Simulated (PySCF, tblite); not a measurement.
# C₄H₂BF₅: a rotation path, then NMR shifts on frames

How do NMR shifts of C₄H₂BF₅ (`FB(F)C#CCC(F)(F)F`) change as the atoms move?

Programs: tblite 0.8.0 and PySCF 2.14.0, with density-fitted response routines of our own. Each step states its level of theory. These are calculated values for one molecule in the gas phase, unless marked as measured. Atoms are numbered from 0 throughout.

## (1) Starting geometry

12 atoms, charge 0, multiplicity 1; geometry from: GFN2-xTB.

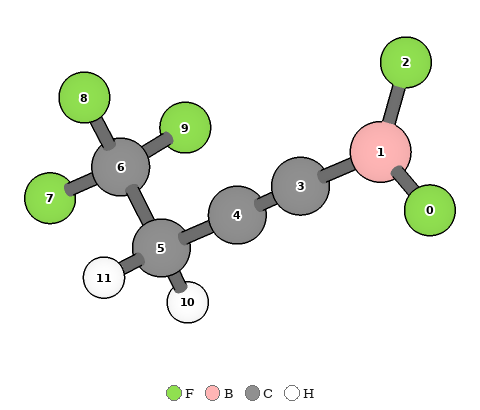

As it starts; fluorine green, boron pink, carbon grey, hydrogen white, atoms numbered; sticks join atoms by distance.

## (2) The rotation path with GFN2-xTB

What the job is given:

```
{"job": {"kind": "neb", "xc": "GFN2-xTB", "basis": "xTB", "atoms": [4, 5, 6, 9], "turn": 120}, "charge": 0, "multiplicity": 1}
F      3.456706     1.054511    -1.674186
B      2.279176     1.469311    -1.259938
F      2.032123     2.744081    -1.453767
C      1.280678     0.533772    -0.607029
C      0.501544    -0.229610    -0.095035
C     -0.452707    -1.124983     0.518391
C     -1.765697    -0.410204     0.819413
F     -2.645046    -1.249090     1.390623
F     -1.610743     0.615487     1.662879
F     -2.353130     0.069308    -0.281856
H     -0.667931    -1.961214    -0.152492
H     -0.053774    -1.512053     1.460005
```

Method: GFN2-xTB climbing-image nudged elastic band, gas phase.

Command:

```
$ OMP_NUM_THREADS=1 python probes_run.py task.json out
```

The driver reads the jobs from task.json and runs them one after another.

Log:

```text
image   E - E0 / eV
  0      -0.0000
  1       0.0119
  2       0.0398
  3       0.0687
  4       0.0821
  5       0.0720
  6       0.0445
  7       0.0150
  8      -0.0001
```

It took 3.3 s on 1 thread of Arm Neoverse V1, shared host; peak memory 0.18 GiB.

The final band, with the dihedral C4–C5–C6–F9:

```csv
image,dihedral (°),energy (eV),energy (kcal/mol)
0,61,0.000,0.0
1,75,0.012,0.3
2,90,0.040,0.9
3,104,0.069,1.6
4,119,0.082,1.9
5,134,0.072,1.7
6,149,0.045,1.0
7,163,0.015,0.3
8,180,0.000,0.0
```

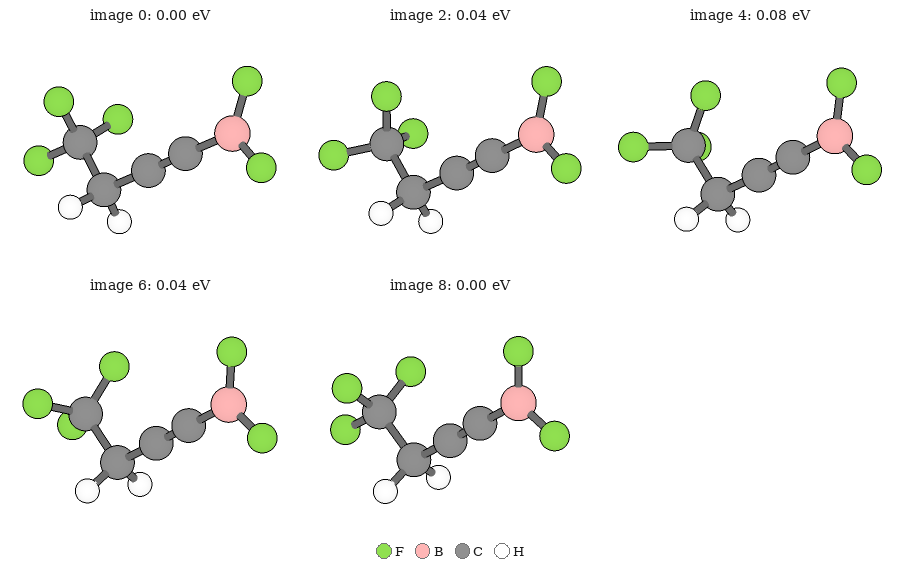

Images along the band.

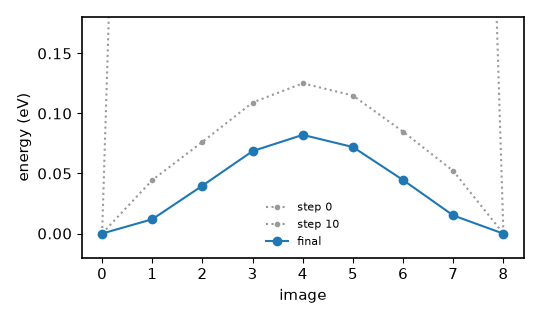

Energy along the band, early and final.

## (3) NMR shieldings: image 0, PBE0/pcSseg-1

What the job is given:

```
{"job": {"kind": "nmr", "xc": "PBE0", "basis": "pcSseg-1", "pop": false}, "charge": 0, "multiplicity": 1}
F      3.456700     1.054500    -1.674200
B      2.279200     1.469300    -1.259900
F      2.032100     2.744100    -1.453800
C      1.280700     0.533800    -0.607000
C      0.501500    -0.229600    -0.095000
C     -0.452700    -1.125000     0.518400
C     -1.765700    -0.410200     0.819400
F     -2.645000    -1.249100     1.390600
F     -1.610700     0.615500     1.662900
F     -2.353100     0.069300    -0.281900
H     -0.667900    -1.961200    -0.152500
H     -0.053800    -1.512100     1.460000
```

Level: GIAO PBE0/pcSseg-1 NMR shielding, non-relativistic, gas phase.

Log:

```text
coarse grid: 12104 points
cycle   1  E = -676.7554855013  dE =  1.623e+00  |g| = 1.078e+00  |ddm| = 3.858e+00
cycle   2  E = -676.5429506313  dE =  2.125e-01  |g| = 1.619e+00  |ddm| = 1.586e+00
cycle   3  E = -676.9469020210  dE = -4.040e-01  |g| = 1.674e-01  |ddm| = 9.715e-01
cycle   4  E = -676.9509932383  dE = -4.091e-03  |g| = 1.089e-01  |ddm| = 1.974e-01
cycle   5  E = -676.9538037693  dE = -2.811e-03  |g| = 2.353e-02  |ddm| = 7.922e-02
cycle   6  E = -676.9539266985  dE = -1.229e-04  |g| = 2.421e-03  |ddm| = 2.093e-02
cycle   7  E = -676.9539277395  dE = -1.041e-06  |g| = 7.557e-04  |ddm| = 2.450e-03
final grid: 124808 points
cycle   8  E = -677.0413360370  dE = -7.342e-05  |g| = 6.750e-03  |ddm| = 3.407e-02
cycle   9  E = -677.0413310776  dE =  4.959e-06  |g| = 8.948e-03  |ddm| = 1.119e-02
cycle  10  E = -677.0413439478  dE = -1.287e-05  |g| = 1.275e-03  |ddm| = 6.317e-03
cycle  11  E = -677.0413442087  dE = -2.610e-07  |g| = 7.071e-04  |ddm| = 1.356e-03
cycle  12  E = -677.0413443261  dE = -1.173e-07  |g| = 1.576e-04  |ddm| = 5.354e-04
cycle  13  E = -677.0413443315  dE = -5.444e-09  |g| = 2.265e-05  |ddm| = 1.347e-04
cycle  14  E = -677.0413443316  dE = -1.141e-10  |g| = 5.598e-06  |ddm| = 2.121e-05
converged SCF energy = -677.0413443316

GIAO shielding tensors (ppm)
atom      isotropic    diamagn.    paramagn.     s11        s22        s33       span
  0 F      242.538     465.469    -222.931     60.437    299.149    368.030    307.593
  1 B       84.726     196.443    -111.717     77.282     87.102     89.794     12.512
  2 F      242.459     468.016    -225.557     60.562    297.495    369.322    308.760
  3 C      100.624     258.104    -157.479     10.078     25.588    266.207    256.129
  4 C       82.769     271.683    -188.914    -17.075      4.533    260.850    277.925
  5 C      156.787     250.209     -93.422    141.313    152.319    176.728     35.415
  6 C       53.613     242.305    -188.692     52.504     53.764     54.570      2.067
  7 F      248.087     469.144    -221.057    164.238    240.436    339.587    175.349
  8 F      251.495     475.145    -223.650    169.770    249.358    335.357    165.586
  9 F      251.320     475.288    -223.968    169.603    249.044    335.315    165.712
 10 H       28.529      27.743       0.786     23.908     28.114     33.565      9.657
 11 H       28.542      27.623       0.920     23.942     28.100     33.585      9.643
```

Wall time 19 s (1 thread of Arm Neoverse V1, shared host); peak memory 0.84 GiB.

The references, computed at this level on geometries of the same kind, shield at (ppm): ¹H TMS 31.72, ¹³C TMS 186.9, ¹⁹F CFCl3 170.9, ¹¹B BF3·OEt2 100.1. Their shielding less the atom's gives the shift. The references are single molecules in the gas phase, so shifts against H2O, NH3, PH3, H3PO4 or CFCl3 are not on the usual liquid scales and can be off by tens of ppm. Each atom is listed at this fixed geometry, with no averaging over motion; a spectrum would average atoms that exchange fast.

```csv
atoms,environment,σ (ppm),δ (ppm)
C6,CF3 carbon,53.6,133.3
C4,alkyne carbon,82.8,104.2
C3,alkyne carbon,100.6,86.3
C5,propargylic sp3 CH2,156.8,30.1
H10,hydrogen on a propargylic sp3 CH2,28.53,3.19
H11,hydrogen on a propargylic sp3 CH2,28.54,3.17
F2,fluorine bonded to B,242.5,-71.5
F0,fluorine bonded to B,242.5,-71.6
F7,fluorine of a CF3 group,248.1,-77.1
F9,fluorine of a CF3 group,251.3,-80.4
F8,fluorine of a CF3 group,251.5,-80.5
B1,"boron bonded to C, 2 F",84.7,15.3
```

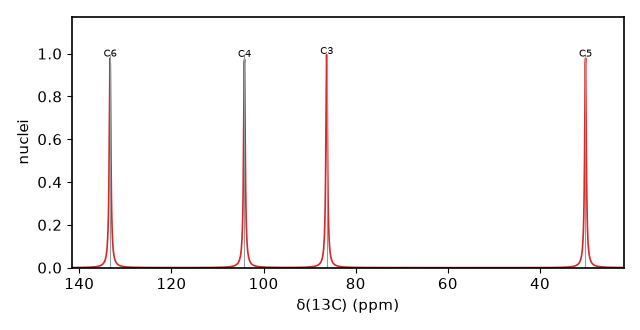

¹³C lines at the computed shifts, without couplings. Lines are broadened to a width of 0.41 ppm (Lorentzian).

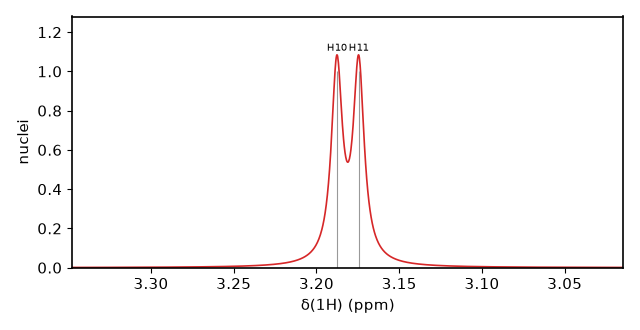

¹H lines at the computed shifts, without couplings. Lines are broadened to a width of 0.01 ppm (Lorentzian).

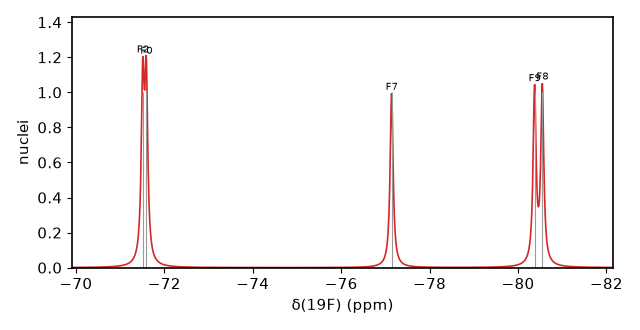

¹⁹F lines at the computed shifts, without couplings. Lines are broadened to a width of 0.08 ppm (Lorentzian).

## (4) Shielding tensors: image 2, PBE0/pcSseg-1

What the job is given:

```
{"job": {"kind": "nmr", "xc": "PBE0", "basis": "pcSseg-1", "pop": false}, "charge": 0, "multiplicity": 1}
F      3.481200     1.081900    -1.617600
B      2.314100     1.489800    -1.168900
F      2.111100     2.785900    -1.225100
C      1.283500     0.526900    -0.611300
C      0.487500    -0.251400    -0.149500
C     -0.489700    -1.149300     0.423500
C     -1.770000    -0.407800     0.814300
F     -2.382400    -1.011700     1.844900
F     -1.551900     0.855600     1.187200
F     -2.655400    -0.371400    -0.190300
H     -0.750200    -1.926900    -0.299500
H     -0.076600    -1.622100     1.319300
```

Method: GIAO PBE0/pcSseg-1 NMR shielding, non-relativistic, gas phase.

Log:

```text
coarse grid: 12104 points
cycle   1  E = -676.7506975945  dE =  1.621e+00  |g| = 1.080e+00  |ddm| = 3.798e+00
cycle   2  E = -676.5357030054  dE =  2.150e-01  |g| = 1.624e+00  |ddm| = 1.565e+00
cycle   3  E = -676.9430385327  dE = -4.073e-01  |g| = 1.684e-01  |ddm| = 9.642e-01
cycle   4  E = -676.9471884554  dE = -4.150e-03  |g| = 1.095e-01  |ddm| = 1.982e-01
cycle   5  E = -676.9500273675  dE = -2.839e-03  |g| = 2.372e-02  |ddm| = 7.947e-02
cycle   6  E = -676.9501519891  dE = -1.246e-04  |g| = 2.442e-03  |ddm| = 2.089e-02
cycle   7  E = -676.9501530105  dE = -1.021e-06  |g| = 8.063e-04  |ddm| = 2.398e-03
final grid: 124808 points
cycle   8  E = -677.0386466223  dE = -7.718e-05  |g| = 6.595e-03  |ddm| = 3.857e-02
cycle   9  E = -677.0386422125  dE =  4.410e-06  |g| = 8.669e-03  |ddm| = 1.057e-02
cycle  10  E = -677.0386541570  dE = -1.194e-05  |g| = 1.143e-03  |ddm| = 5.663e-03
cycle  11  E = -677.0386543393  dE = -1.823e-07  |g| = 7.081e-04  |ddm| = 1.278e-03
cycle  12  E = -677.0386544571  dE = -1.178e-07  |g| = 1.607e-04  |ddm| = 5.333e-04
cycle  13  E = -677.0386544629  dE = -5.796e-09  |g| = 2.370e-05  |ddm| = 1.387e-04
cycle  14  E = -677.0386544630  dE = -1.287e-10  |g| = 5.600e-06  |ddm| = 2.337e-05
converged SCF energy = -677.0386544630

GIAO shielding tensors (ppm)
atom      isotropic    diamagn.    paramagn.     s11        s22        s33       span
  0 F      243.065     465.399    -222.333     61.704    299.385    368.106    306.402
  1 B       84.672     196.360    -111.688     77.301     87.043     89.672     12.371
  2 F      242.222     468.024    -225.802     60.588    296.889    369.189    308.601
  3 C       99.181     258.329    -159.149     10.260     25.353    261.928    251.668
  4 C       83.160     271.235    -188.075    -16.259      3.499    262.240    278.498
  5 C      155.404     251.057     -95.653    138.762    148.747    178.704     39.941
  6 C       54.021     242.092    -188.071     52.019     54.646     55.398      3.380
  7 F      242.025     469.394    -227.369    161.889    227.865    336.320    174.431
  8 F      249.274     476.717    -227.443    170.261    249.755    327.805    157.544
  9 F      242.523     473.001    -230.478    164.297    226.576    336.696    172.399
 10 H       28.403      27.761       0.642     24.110     27.906     33.194      9.084
 11 H       28.399      28.027       0.372     23.440     28.453     33.303      9.863
```

Run time: 19 s. Hardware: 1 thread of Arm Neoverse V1, shared host; peak memory 0.85 GiB.

In short: δ C6 132.9, C4 103.8, C3 87.7, C5 31.5, H11 3.32, H10 3.31 ppm.

## (5) NMR shieldings: image 4, PBE0/pcSseg-1

What the job is given:

```
{"job": {"kind": "nmr", "xc": "PBE0", "basis": "pcSseg-1", "pop": false}, "charge": 0, "multiplicity": 1}
F      3.496900     1.092500    -1.581300
B      2.352300     1.501400    -1.078400
F      2.194800     2.803700    -1.021100
C      1.298000     0.530000    -0.584500
C      0.486600    -0.259900    -0.172100
C     -0.525900    -1.160300     0.331200
C     -1.775400    -0.406100     0.808900
F     -2.038100    -0.657800     2.100100
F     -1.677500     0.919500     0.691200
F     -2.865900    -0.772700     0.118600
H     -0.821100    -1.858100    -0.457100
H     -0.123400    -1.733000     1.171600
```

Method: GIAO PBE0/pcSseg-1 NMR shielding, non-relativistic, gas phase.

Log:

```text
coarse grid: 12104 points
cycle   1  E = -676.7462985347  dE =  1.622e+00  |g| = 1.083e+00  |ddm| = 3.792e+00
cycle   2  E = -676.5283514325  dE =  2.179e-01  |g| = 1.631e+00  |ddm| = 1.472e+00
cycle   3  E = -676.9397176890  dE = -4.114e-01  |g| = 1.696e-01  |ddm| = 9.015e-01
cycle   4  E = -676.9439355788  dE = -4.218e-03  |g| = 1.100e-01  |ddm| = 1.962e-01
cycle   5  E = -676.9468033141  dE = -2.868e-03  |g| = 2.393e-02  |ddm| = 7.992e-02
cycle   6  E = -676.9469297970  dE = -1.265e-04  |g| = 2.476e-03  |ddm| = 2.012e-02
cycle   7  E = -676.9469308069  dE = -1.010e-06  |g| = 8.631e-04  |ddm| = 2.347e-03
final grid: 124808 points
cycle   8  E = -677.0357189603  dE = -7.826e-05  |g| = 6.426e-03  |ddm| = 3.036e-02
cycle   9  E = -677.0357148702  dE =  4.090e-06  |g| = 8.419e-03  |ddm| = 9.479e-03
cycle  10  E = -677.0357261913  dE = -1.132e-05  |g| = 1.097e-03  |ddm| = 4.985e-03
cycle  11  E = -677.0357263493  dE = -1.580e-07  |g| = 7.014e-04  |ddm| = 1.217e-03
cycle  12  E = -677.0357264648  dE = -1.155e-07  |g| = 1.614e-04  |ddm| = 5.313e-04
cycle  13  E = -677.0357264706  dE = -5.837e-09  |g| = 2.327e-05  |ddm| = 1.366e-04
cycle  14  E = -677.0357264708  dE = -1.241e-10  |g| = 5.212e-06  |ddm| = 2.209e-05
converged SCF energy = -677.0357264708

GIAO shielding tensors (ppm)
atom      isotropic    diamagn.    paramagn.     s11        s22        s33       span
  0 F      243.254     465.362    -222.109     62.354    299.458    367.949    305.595
  1 B       84.605     196.300    -111.695     77.245     87.041     89.530     12.284
  2 F      242.329     467.980    -225.651     61.211    296.439    369.336    308.125
  3 C       97.525     258.261    -160.737     10.396     25.151    257.027    246.631
  4 C       83.672     270.986    -187.314    -15.567      2.876    263.708    279.276
  5 C      153.935     251.725     -97.790    136.307    144.380    181.117     44.810
  6 C       54.510     241.762    -187.252     51.194     55.780     56.556      5.362
  7 F      235.284     470.359    -235.075    166.357    204.570    334.925    168.568
  8 F      244.066     477.326    -233.260    169.154    241.443    321.601    152.447
  9 F      235.208     470.567    -235.359    166.456    204.045    335.125    168.669
 10 H       28.255      28.147       0.107     23.572     28.293     32.899      9.328
 11 H       28.253      28.060       0.193     23.562     28.313     32.883      9.321
```

Run time: 19 s. Hardware: 1 thread of Arm Neoverse V1, shared host; peak memory 0.85 GiB.

In short: δ C6 132.4, C4 103.3, C3 89.4, C5 33.0, H11 3.46, H10 3.46 ppm.

## (6) NMR shieldings: image 6, PBE0/pcSseg-1

What the job is given:

```
{"job": {"kind": "nmr", "xc": "PBE0", "basis": "pcSseg-1", "pop": false}, "charge": 0, "multiplicity": 1}
F      3.509000     1.097500    -1.543600
B      2.388800     1.503500    -0.986500
F      2.281200     2.801200    -0.817600
C      1.306500     0.533200    -0.554200
C      0.472900    -0.256800    -0.188700
C     -0.567000    -1.164600     0.240500
C     -1.773800    -0.407500     0.800500
F     -1.685400    -0.232400     2.125600
F     -1.932200     0.802600     0.259100
F     -2.914000    -1.079400     0.575400
H     -0.899800    -1.771200    -0.606100
H     -0.185000    -1.827000     1.022400
```

Method: GIAO PBE0/pcSseg-1 NMR shielding, non-relativistic, gas phase.

Log:

```text
coarse grid: 12104 points
cycle   1  E = -676.7509615583  dE =  1.622e+00  |g| = 1.081e+00  |ddm| = 3.779e+00
cycle   2  E = -676.5356056591  dE =  2.154e-01  |g| = 1.625e+00  |ddm| = 1.563e+00
cycle   3  E = -676.9434227883  dE = -4.078e-01  |g| = 1.688e-01  |ddm| = 9.647e-01
cycle   4  E = -676.9475963997  dE = -4.174e-03  |g| = 1.095e-01  |ddm| = 1.989e-01
cycle   5  E = -676.9504383128  dE = -2.842e-03  |g| = 2.374e-02  |ddm| = 7.955e-02
cycle   6  E = -676.9505631428  dE = -1.248e-04  |g| = 2.444e-03  |ddm| = 2.093e-02
cycle   7  E = -676.9505641630  dE = -1.020e-06  |g| = 8.109e-04  |ddm| = 2.385e-03
final grid: 124808 points
cycle   8  E = -677.0382857720  dE = -7.680e-05  |g| = 6.558e-03  |ddm| = 3.796e-02
cycle   9  E = -677.0382815007  dE =  4.271e-06  |g| = 8.587e-03  |ddm| = 1.050e-02
cycle  10  E = -677.0382932670  dE = -1.177e-05  |g| = 1.136e-03  |ddm| = 5.753e-03
cycle  11  E = -677.0382934492  dE = -1.822e-07  |g| = 6.946e-04  |ddm| = 1.268e-03
cycle  12  E = -677.0382935620  dE = -1.128e-07  |g| = 1.619e-04  |ddm| = 5.276e-04
cycle  13  E = -677.0382935679  dE = -5.845e-09  |g| = 2.367e-05  |ddm| = 1.372e-04
cycle  14  E = -677.0382935680  dE = -1.271e-10  |g| = 5.923e-06  |ddm| = 2.310e-05
converged SCF energy = -677.0382935680

GIAO shielding tensors (ppm)
atom      isotropic    diamagn.    paramagn.     s11        s22        s33       span
  0 F      243.100     465.390    -222.290     61.742    299.466    368.093    306.351
  1 B       84.667     196.345    -111.678     77.293     87.078     89.630     12.337
  2 F      242.297     468.005    -225.708     60.734    296.913    369.246    308.512
  3 C       98.955     258.368    -159.413     10.215     25.316    261.335    251.120
  4 C       83.203     271.139    -187.937    -16.443      3.735    262.316    278.759
  5 C      155.256     251.235     -95.979    138.509    148.358    178.900     40.391
  6 C       54.081     242.108    -188.027     51.923     54.839     55.481      3.558
  7 F      241.819     472.754    -230.935    164.433    224.439    336.584    172.150
  8 F      248.668     476.860    -228.192    170.094    248.794    327.115    157.021
  9 F      241.380     469.505    -228.126    161.756    226.162    336.222    174.466
 10 H       28.394      28.185       0.209     23.404     28.468     33.309      9.905
 11 H       28.391      27.703       0.687     24.127     27.902     33.143      9.016
```

Run time: 19 s. Hardware: 1 thread of Arm Neoverse V1, shared host; peak memory 0.85 GiB.

In short: δ C6 132.8, C4 103.7, C3 88.0, C5 31.7, H11 3.33, H10 3.32 ppm.

## (7) Shielding tensors: image 8, PBE0/pcSseg-1

What the job is given:

```
{"job": {"kind": "nmr", "xc": "PBE0", "basis": "pcSseg-1", "pop": false}, "charge": 0, "multiplicity": 1}
F      3.511700     1.094900    -1.517400
B      2.432600     1.495400    -0.880700
F      2.385200     2.778800    -0.608400
C      1.323400     0.536000    -0.495800
C      0.454100    -0.248700    -0.211600
C     -0.611800    -1.158200     0.143000
C     -1.772600    -0.408600     0.788100
F     -1.413200     0.225900     1.908700
F     -2.308700     0.505700    -0.027100
F     -2.761300    -1.252800     1.122800
H     -0.987400    -1.664500    -0.750700
H     -0.250700    -1.904500     0.856200
```

Level: GIAO PBE0/pcSseg-1 NMR shielding, non-relativistic, gas phase.

Log:

```text
coarse grid: 12104 points
cycle   1  E = -676.7556738860  dE =  1.623e+00  |g| = 1.078e+00  |ddm| = 3.849e+00
cycle   2  E = -676.5431340716  dE =  2.125e-01  |g| = 1.619e+00  |ddm| = 1.579e+00
cycle   3  E = -676.9470680554  dE = -4.039e-01  |g| = 1.678e-01  |ddm| = 9.685e-01
cycle   4  E = -676.9511943184  dE = -4.126e-03  |g| = 1.089e-01  |ddm| = 1.986e-01
cycle   5  E = -676.9540054891  dE = -2.811e-03  |g| = 2.353e-02  |ddm| = 7.922e-02
cycle   6  E = -676.9541284795  dE = -1.230e-04  |g| = 2.416e-03  |ddm| = 2.095e-02
cycle   7  E = -676.9541295164  dE = -1.037e-06  |g| = 7.544e-04  |ddm| = 2.431e-03
final grid: 124808 points
cycle   8  E = -677.0412304537  dE = -7.510e-05  |g| = 6.894e-03  |ddm| = 3.897e-02
cycle   9  E = -677.0412254454  dE =  5.008e-06  |g| = 9.091e-03  |ddm| = 1.082e-02
cycle  10  E = -677.0412385755  dE = -1.313e-05  |g| = 1.259e-03  |ddm| = 6.045e-03
cycle  11  E = -677.0412388305  dE = -2.550e-07  |g| = 7.035e-04  |ddm| = 1.334e-03
cycle  12  E = -677.0412389464  dE = -1.159e-07  |g| = 1.589e-04  |ddm| = 5.304e-04
cycle  13  E = -677.0412389520  dE = -5.620e-09  |g| = 2.325e-05  |ddm| = 1.377e-04
cycle  14  E = -677.0412389521  dE = -1.241e-10  |g| = 5.778e-06  |ddm| = 2.426e-05
converged SCF energy = -677.0412389521

GIAO shielding tensors (ppm)
atom      isotropic    diamagn.    paramagn.     s11        s22        s33       span
  0 F      242.455     465.461    -223.005     60.376    299.144    367.846    307.469
  1 B       84.730     196.407    -111.677     77.286     87.094     89.810     12.524
  2 F      242.513     467.973    -225.460     60.658    297.425    369.456    308.799
  3 C      100.611     258.114    -157.503     10.074     25.528    266.232    256.157
  4 C       82.711     271.649    -188.938    -17.066      4.386    260.813    277.879
  5 C      156.746     250.371     -93.624    141.391    152.337    176.510     35.119
  6 C       53.625     242.323    -188.698     52.443     53.860     54.572      2.129
  7 F      251.461     475.201    -223.740    169.881    249.180    335.322    165.441
  8 F      251.277     475.330    -224.053    169.702    248.739    335.389    165.687
  9 F      248.458     469.121    -220.663    164.581    241.247    339.545    174.965
 10 H       28.529      27.750       0.779     23.932     28.066     33.589      9.657
 11 H       28.543      27.631       0.912     23.962     28.056     33.612      9.651
```

It took 19 s on 1 thread of Arm Neoverse V1, shared host; peak memory 0.85 GiB.

This run: δ C6 133.3, C4 104.2, C3 86.3, C5 30.2, H10 3.19, H11 3.17 ppm.

## (8) Run by run: NMR shifts

Shifts (ppm) of some atoms, chosen among heavy atoms and hydrogens apart, with basis size and wall time:

```csv
frame,C3,C5,H10,H11,F7,F9,F8,functions,time
image 0,86.3,30.1,3.19,3.17,-77.1,-80.4,-80.5,180,19 s
image 2,87.7,31.5,3.31,3.32,-71.1,-71.6,-78.3,180,19 s
image 4,89.4,33.0,3.46,3.46,-64.3,-64.3,-73.1,180,19 s
image 6,88.0,31.7,3.32,3.33,-70.9,-70.4,-77.7,180,19 s
image 8,86.3,30.2,3.19,3.17,-80.5,-77.5,-80.3,180,19 s
```

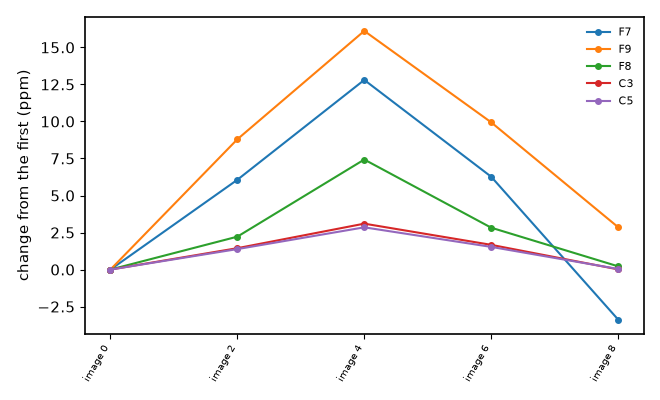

How five of the tabulated atoms move from run to run.

## (9) Results

```
                                            quantity                                  value
                                             barrier     0.082 eV (1.9 kcal/mol) at image 4
                               end to end (GFN2-xTB)                               0.000 eV
     ¹³C shifts against TMS (PBE0/pcSseg-1, image 0)           133.3, 104.2, 86.3, 30.1 ppm
      ¹H shifts against TMS (PBE0/pcSseg-1, image 0)                         3.19, 3.17 ppm
   ¹⁹F shifts against CFCl3 (PBE0/pcSseg-1, image 0)  -71.5, -71.6, -77.1, -80.4, -80.5 ppm
¹¹B shifts against BF3·OEt2 (PBE0/pcSseg-1, image 0)                               15.3 ppm
                            range of the shift of F7                     -80.5 to -64.3 ppm
```

In words: Along the band the dihedral turns by 119°, and the top (dihedral 119°) lies 1.9 kcal/mol above the start (GFN2-xTB, rough), so at room temperature this motion is fast. The top was not checked by a frequency run. Shifts at one fixed geometry are not the observed spectrum, which averages over the motion. Across the 5 runs the shift of F7 moves most, between -80.5 (image 8) and -64.3 ppm (image 4).
